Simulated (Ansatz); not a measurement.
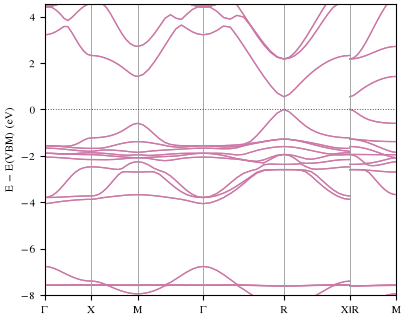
Figure. Band structure from plane-wave PAW PBE with spin–orbit coupling (Ansatz code)

Q: Read off the gap and where the band edges lie.

A: About 0.5 eV (0.54 eV by a search for the band edges); maximum at R, minimum at R.

The material is CsPbBr3 (cubic perovskite, space group No. 221).

Space group Pm-3m (cubic perovskite). This is a known high-temperature phase of the composition, computed here at zero pressure and temperature. The cell was relaxed with PBE under the symmetry of its start; of distortions, only those at the zone centre were tested.

Potentials: the later of the program's two PAW sets.
